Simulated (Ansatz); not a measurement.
## Electronic structure of BClF₃HSi in real space

Input

```
crystal:
  periodic: [false, false, false]
  atoms:
    - {symbol: F, position_ang: [0.162028, -1.080473, 1.685778]}
    - {symbol: Si, position_ang: [0.077635, -0.824831, 0.130561]}
    - {symbol: F, position_ang: [-1.161360, -1.643800, -0.411374]}
    - {symbol: F, position_ang: [1.378189, -1.448387, -0.516757]}
    - {symbol: B, position_ang: [-0.092403, 1.119276, -0.349061]}
    - {symbol: Cl, position_ang: [-0.136912, 2.317371, 0.893465]}
    - {symbol: H, position_ang: [-0.165977, 1.492846, -1.478311]}
basis:
  gaussian: {orbitals: def2-TZVPP}
hamiltonian: {xc: pbe0, dispersion: d4}
output: {orbitals: {seedname: orbitals}}
```

Command:

```sh
ansatz run in.yaml --threads 4 --pin off --events-out ev --progress --plain --max-ram 10444MiB
```

Geometry: PBE0-D4/def2-TZVP.

The calculation used RKS PBE0-D4/def2-TZVPP (Ansatz).

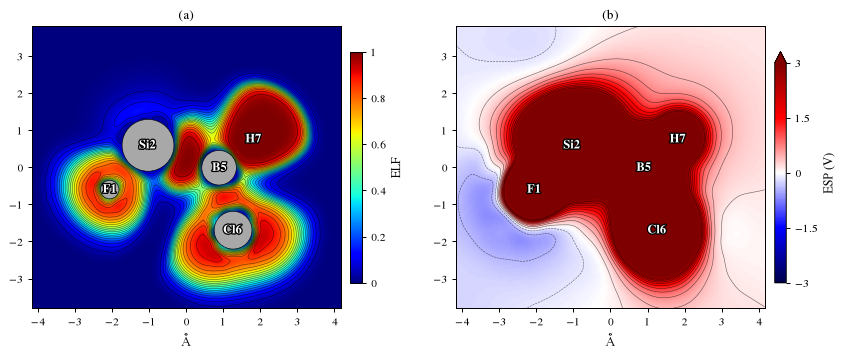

Figure 1. (a) ELF; (b) electrostatic potential on the plane of atoms F1, Si2 and B5. Grey discs cover the atomic cores in the ELF map.

### Read the bonding off the picture.

- The section cuts through F, Si, B, Cl and H sites.
- Si–F (1.58 Å): the ELF peaks at about 0.85 in the valence shell of F, 0.6 Å from its nucleus, and is about 0.55 at the midpoint.
- B–Cl (1.73 Å): the ELF peaks at about 0.90 between the atoms: a shared but strongly polarised pair.
- Si–B (2.01 Å): the ELF peaks at about 1 between the atoms; a covalent bond.
- B–H (1.19 Å): the ELF climbs to about 1 towards the hydrogen, as it does in any bond to H; a covalent bond by its length.
- The ELF also peaks beside Cl6 and F1, away from the bonds: lone-pair regions.
- Outside the dense part of the molecule the potential is most negative (−0.7 V) near F1.

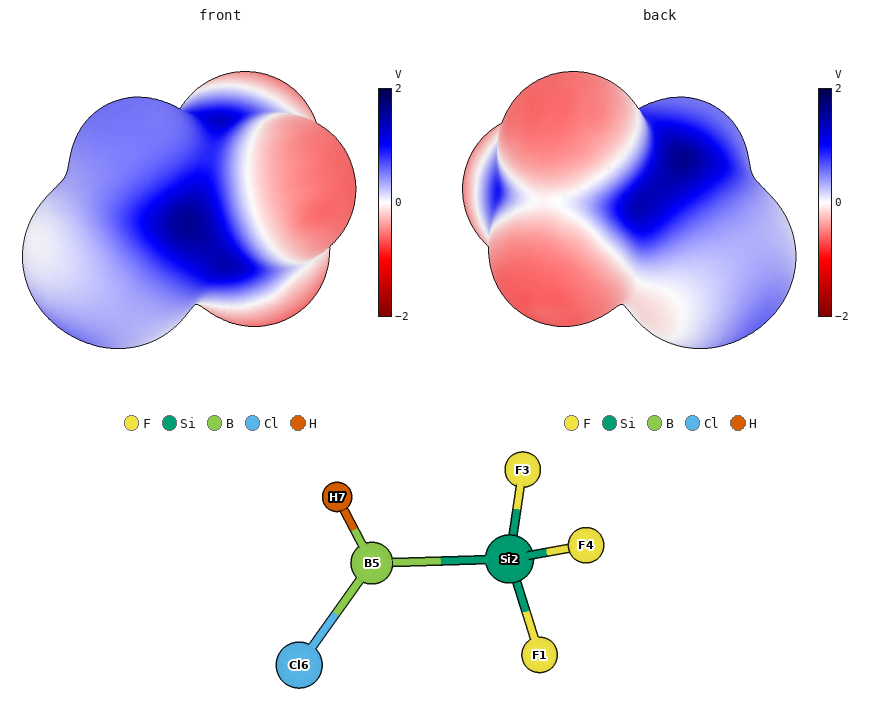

Figure 2. The electrostatic potential painted on the density surface at 0.001 e/bohr³, seen from the front and from behind; red is negative and blue positive. The bare structure is drawn below in the same view.

### Where is the surface potential most negative and most positive?

The most negative region (about −0.6 V) lies over F1, F3 and F4, the most positive (about +1.6 V) over B5. Cl6 shows a σ-hole: about +0.6 V at the tip opposite its bond, against about +0.2 V on its flanks.

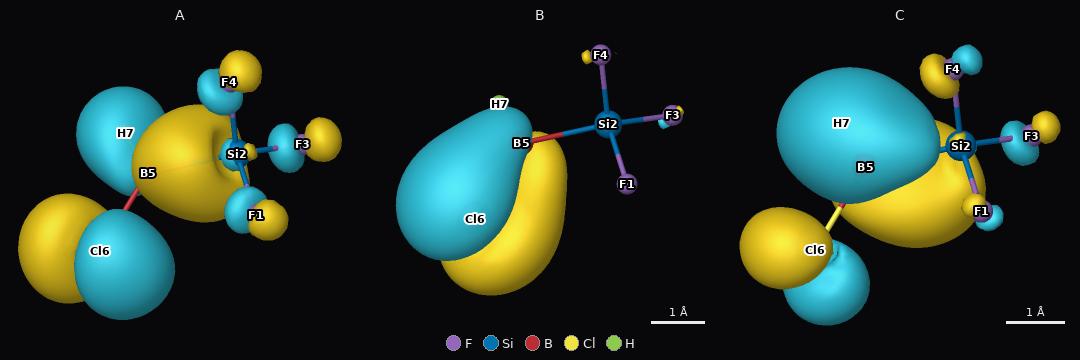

Figure 3. Three frontier orbitals at ±0.1 Å⁻³ᐟ² (yellow and cyan are the two phases), in no order.

### Which picture is the HOMO−1, the HOMO and the LUMO?

B is the HOMO−1 (−10.82 eV). It lies mainly on Cl6 (about 85 %) and B5 (about 15 %); largely a lone pair of Cl6. A is the HOMO (−8.78 eV). Its weight (Hirshfeld) is mainly on Cl6 (about 45 %), B5 (about 20 %), Si2 (about 15 %) and H7 (about 10 %). C is the LUMO (−2.98 eV). It lies mainly on B5 (about 55 %), Cl6 (about 20 %) and Si2 (about 15 %).

### What is the HOMO–LUMO gap?

5.80 eV between the orbital energies.
